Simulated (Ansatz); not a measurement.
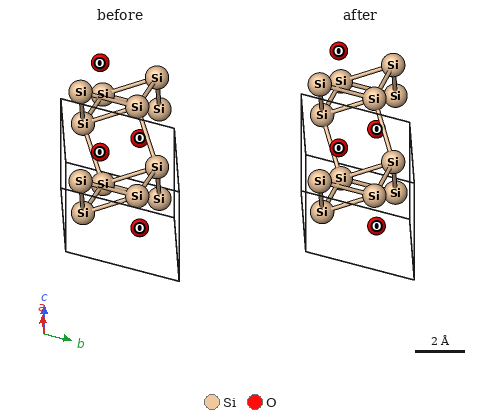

The structure of solid Si₃O (built on the Ni3Sn (D0_19)_194 type) before (left) and after (right) a relaxation, at one scale.

Style: ball-and-stick. Shown: the cell of the calculation, repeated 1 × 1 × 2 with one cell outlined, from a free direction.

Case: Ni3Sn (D0_19) type (P6_3/mmc, No. 194).

Theory: Ansatz, DFT PBE, scalar-relativistic, plane waves, PAW. Set-up: plane-wave cutoff 420 eV; k-point mesh 12 × 12 × 10; occupations gaussian; smearing width 0.1 eV; no spin polarisation; cell and atoms relaxed; force threshold 0.01 eV/Å; at most 80 steps.

Describe what moved and what it gained.

Answer. The largest moves relative to the cell, 0.013 Å, are those of Si atoms. O stays in place. Cell: a = b 5.341 → 5.110 Å (−4.3 %), c 4.287 → 4.648 Å (+8.4 %). Volume −0.8 %. Some distances before and after: Si–Si 2.676 → 2.538 Å, Si–Si 2.642 → 2.747 Å, Si–Si 2.665 → 2.572 Å. The space group stays P6_3/mmc (No. 194). After 8 accepted moves (12 points after the start) the energy has fallen by 0.340 eV per cell of the calculation. The largest force component goes from 0.52 to 0.00021 eV/Å. Pressure: −1.24 GPa at the start and 0.00 GPa at the end. The line search rejected the trial step at point 4 of the run. The SCF was repeated 3 times at an unchanged geometry on a basis and grid sized afresh for the cell, which shifted the energy by 13.1 meV per cell of the calculation at most. The run took 3.7 min on 1 thread of Intel(R) Xeon(R) Platinum 8375C CPU @ 2.90GHz (Ice Lake) (shared host), peak memory 0.59 GiB.
